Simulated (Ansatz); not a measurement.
**C2HClF2 (SMILES FC(F)=CCl) at wB97M-V/6-31G(d) (spherical functions)**

What is the electronic atomisation energy of C2HClF2 at wB97M-V/6-31G* (spherical functions)? 

The results are computed with Ansatz 0.2.0.

68 further runs of the same task are left out: 68 set aside as unsound or not needed.

## 1. The system as given

The species is C2HClF2 (6 atoms), meant as a singlet with charge 0. As SMILES, `FC(F)=CCl`. The shape is that of a PBE0-D4/def2-TZVP optimisation.

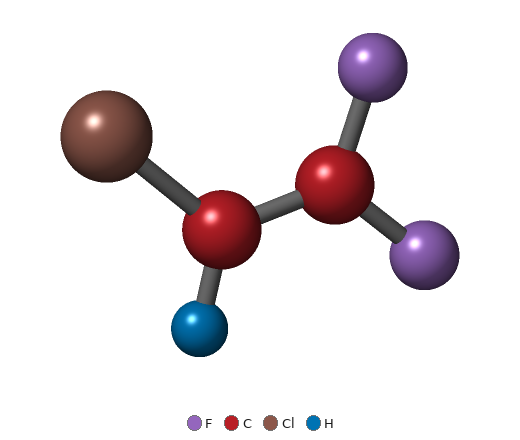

Viewed from a chosen angle; fluorine purple, carbon red, chlorine brown, hydrogen blue.

## 2. A single-point energy at wB97M-V/6-31G(d) (spherical functions)

in.yaml

```yaml
crystal:
  periodic: [false, false, false]
  atoms:
    - symbol: F
      position_ang: [0.901010, -0.810380, 1.342040]
    - symbol: C
      position_ang: [0.267650, -0.562200, 0.220370]
    - symbol: F
      position_ang: [0.192510, -1.632620, -0.522730]
    - symbol: C
      position_ang: [-0.218360, 0.626770, -0.086550]
    - symbol: Cl
      position_ang: [-1.039010, 0.926430, -1.552100]
    - symbol: H
      position_ang: [-0.103800, 1.452000, 0.598970]
basis:
  gaussian:
    orbitals: 6-31G_st_-spherical.json
hamiltonian:
  xc: {name: wB97M-V}
accuracy: high
output: {orbitals: {seedname: orbitals}}
```

The basis set 6-31G* is read from a file made from the Basis Set Exchange's data (not shown).

Command:

```sh
$ ansatz run in.yaml --threads 1 --pin off --max-ram 3480MiB --events-out events.jsonl --progress --plain --runs-dir runs
```

The program printed:

```text
Warning: RAYON_NUM_THREADS=1 ignored (pool sized by the plan → 1); use --threads N
Functional definition: wB97M-V
  name "wB97M-V"
  parameter omega = 0.3/bohr
  parameter cx = 0.15
  parameter cx01 = 1.007
  parameter cx10 = 0.259
  parameter css00 = 0.443
  parameter css04 = -1.437
  parameter css10 = -4.535
  parameter css20 = -3.390
  parameter css43 = 4.278
  parameter cos00 = 1.000
  parameter cos10 = 1.358
  parameter cos20 = 2.924
  parameter cos21 = -8.812
  parameter cos60 = -1.390
  parameter cos61 = 9.142
  parameter b = 6.0
  parameter c = 0.01
  gx(w, u) = 1 - cx + cx01*u + cx10*w
  gss(w, u) = css00 + css04*u^4 + css10*w + css20*w^2 + css43*w^4*u^3
  gos(w, u) = cos00 + cos10*w + (cos20 + cos21*u)*w^2 + (cos60 + cos61*u)*w^6
  exchange = spin_sum(e_x_unif_sr(omega)*gx(b97_w, b97_u_x)) + cx*exact_x_sr(omega) + exact_x_lr(omega)
  correlation = spin_sum(e_c_pw_mod_same_spin*gss(b97_w, b97_u_same))
      + integral(e_c_pw_mod_opposite_spin*gos(b97_w_opposite, b97_u_opposite)) + vv10(b, c)
1683 factors; integrals over basis functions are off by at most 5.4e-9 eV
294 factors; integrals over basis functions are off by at most 3.6e-9 eV
mean field evaluation 1: about -20040.3087 eV, gradient 3.0e1 eV
mean field evaluation 2: about -20040.8342 eV, gradient 2.7e1 eV
mean field evaluation 4: about -20041.9987 eV, gradient 5.9e-1 eV
mean field evaluation 8: about -20042.1295 eV, gradient 7.8e-2 eV
mean field evaluation 16: about -20042.1295 eV, gradient 7.8e-5 eV
mean field -20042.12947399 eV, -736.5346731258 hartree, gradient 2.7e-8 eV, S^2 0.000000; 0 other end points of the search recorded, 0 dependent functions left out
reference -20042.12947647 eV, -736.5346732171 hartree; 24, 24 occupied and 52, 52 virtual orbitals, 1683 factors
Total energy: -20042.12947647 eV, -736.5346732171 hartree
```

Run time: 57 s. Hardware: 1 thread of Arm Neoverse V1, shared host; peak memory 0.45 GiB.

## 3. The C atom at the same level

input.yaml

```yaml
crystal:
  periodic: [false, false, false]
  atoms:
    - {symbol: C, position_ang: [0.000000, 0.000000, 0.000000]}
basis:
  gaussian:
    orbitals: 6-31G_st_-spherical.json
hamiltonian:
  xc: {name: wB97M-V}
accuracy: high
magnetization:
  spin_polarized: true
  initial_magnetization: 2
```

The basis set 6-31G* is read from a file made from the Basis Set Exchange's data (not shown).

Run the same way, it converges to -37.83053 Eh (log not shown).

## 4. The Cl atom at the same level

molecule.yaml

```yaml
crystal:
  periodic: [false, false, false]
  atoms:
    - {symbol: Cl, position_ang: [0.000000, 0.000000, 0.000000]}
basis:
  gaussian: {orbitals: 6-31G_st_-spherical.json}
magnetization: {spin_polarized: true, initial_magnetization: 1}
hamiltonian: {xc: {name: wB97M-V}}
accuracy: high
```

The basis set 6-31G* is read from a file made from the Basis Set Exchange's data (not shown).

Run the same way, it converges to -460.09383 Eh (log not shown).

## 5. The F atom at the same level

molecule.yaml

```yaml
crystal:
  periodic: [false, false, false]
  atoms:
    - {symbol: F, position_ang: [0.000000, 0.000000, 0.000000]}
basis:
  gaussian:
    orbitals: 6-31G_st_-spherical.json
magnetization:
  spin_polarized: true
  initial_magnetization: 1
hamiltonian:
  xc: {name: wB97M-V}
accuracy: high
```

The basis set 6-31G* is read from a file made from the Basis Set Exchange's data (not shown).

Run the same way, it converges to -99.69042 Eh (log not shown).

## 6. The H atom

run.yaml

```yaml
crystal:
  periodic: [false, false, false]
  atoms:
    - {symbol: H, position_ang: [0.000000, 0.000000, 0.000000]}
basis:
  gaussian:
    orbitals: "6-31G*"
magnetization:
  spin_polarized: true
  initial_magnetization: 1
hamiltonian:
  xc: {name: wB97M-V}
accuracy: high
```

Command:

```sh
$ ansatz run run.yaml --threads 1 --pin off --max-ram 3480MiB --events-out events.jsonl --progress --plain --runs-dir runs
```

The program printed, shortened:

```text
Warning: RAYON_NUM_THREADS=1 ignored (pool sized by the plan → 1); use --threads N
[... 2 set-up lines as earlier in the session ...]
[...]
  gx(w, u) = 1 - cx + cx01*u + cx10*w
  gss(w, u) = css00 + css04*u^4 + css10*w + css20*w^2 + css43*w^4*u^3
  gos(w, u) = cos00 + cos10*w + (cos20 + cos21*u)*w^2 + (cos60 + cos61*u)*w^6
[...]
      + integral(e_c_pw_mod_opposite_spin*gos(b97_w_opposite, b97_u_opposite)) + vv10(b, c)
3 factors; integrals over basis functions are off by at most 5.4e-10 eV
3 factors; integrals over basis functions are off by at most 5.2e-10 eV
[...]
mean field -13.36299245 eV, -0.4910809148 hartree, gradient 3.2e-8 eV, S^2 0.750000; 0 other end points of the search recorded, 0 dependent functions left out
reference -13.36299388 eV, -0.4910809675 hartree; 1, 0 occupied and 1, 2 virtual orbitals, 3 factors
Total energy: -13.36299388 eV, -0.4910809675 hartree
```

Run time: 0.54 s. Hardware: 1 thread of Arm Neoverse V1, shared host; peak memory 0.1 GiB.

## 7. Summary of results

At wB97M-V/6-31G* (spherical functions):

| quantity | value |
| --- | --- |
| molecule: total energy | -736.53467 Eh |
| molecule: HOMO energy | -9.36 eV |
| molecule: LUMO energy | 2.95 eV |
| molecule: HOMO–LUMO gap | 12.31 eV |
| C atom: total energy | -37.83053 Eh |
| C atom: ⟨S²⟩ | 2.001 |
| Cl atom: total energy | -460.09383 Eh |
| Cl atom: ⟨S²⟩ | 0.751 |
| F atom: total energy | -99.69042 Eh |
| F atom: ⟨S²⟩ | 0.751 |
| H atom: total energy | -0.49108 Eh |
| H atom: ⟨S²⟩ | 0.750 |
| electronic atomisation energy | 24.704 eV |

**Reading.** Taking the molecule apart into free atoms costs 24.70 eV (2384 kJ/mol), before zero-point energy and without spin-orbit coupling.
